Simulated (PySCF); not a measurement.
Consider C₃H₅N₃OSi (SMILES O=Cc1cn([SiH3])nn1).

```yaml
atoms:
  - { symbol: O, position_ang: [3.1702, 1.3912, 0.1026] }
  - { symbol: C, position_ang: [2.7805, 0.3556, -0.3755] }
  - { symbol: C, position_ang: [1.3921, -0.0673, -0.4216] }
  - { symbol: C, position_ang: [0.2436, 0.5604, 0.0355] }
  - { symbol: N, position_ang: [-0.7670, -0.2732, -0.2663] }
  - { symbol: Si, position_ang: [-2.5127, -0.1460, 0.0057] }
  - { symbol: N, position_ang: [-0.2540, -1.3621, -0.8814] }
  - { symbol: N, position_ang: [0.9986, -1.2486, -0.9744] }
  - { symbol: H, position_ang: [3.4667, -0.3798, -0.8325] }
  - { symbol: H, position_ang: [0.0990, 1.4975, 0.5285] }
  - { symbol: H, position_ang: [-3.0211, -1.3844, -0.5555] }
  - { symbol: H, position_ang: [-2.6726, -0.0097, 1.4520] }
  - { symbol: H, position_ang: [-2.9278, 1.0668, -0.6963] }
```

Geometry: GFN2-xTB.

Theory: PBE0/pcSseg-1, SCF density, gas phase, non-relativistic (PySCF 2.14.0).

What can the converged electron density and electron localisation function tell about the bonding?

C–O (1.21 Å): ρ is about 3.3 e/Å³ halfway; the ELF peaks at about 0.85 between the atoms; a short, multiple covalent bond.
N–N (1.26 Å): ρ is about 3 e/Å³ halfway; the ELF peaks at about 0.90 between the atoms: localised, covalent bonding.
C–N (1.34 Å): ρ at the midpoint is about 2.4 e/Å³; the ELF peaks at about 0.90 between the atoms (a covalent bond).
C–C (1.39 Å): the density is about 2.1 e/Å³ at the midpoint; the ELF peaks at about 0.95 between the atoms; localised, covalent bonding.

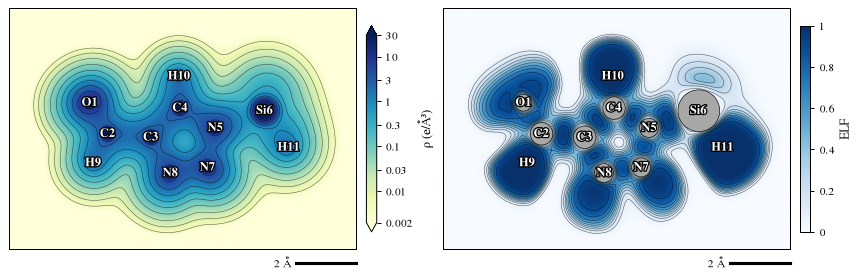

Computed electron density and electron localisation function on the plane of atoms N5, Si6 and H11, in this order. Grey discs cover the atomic cores in the ELF map. 
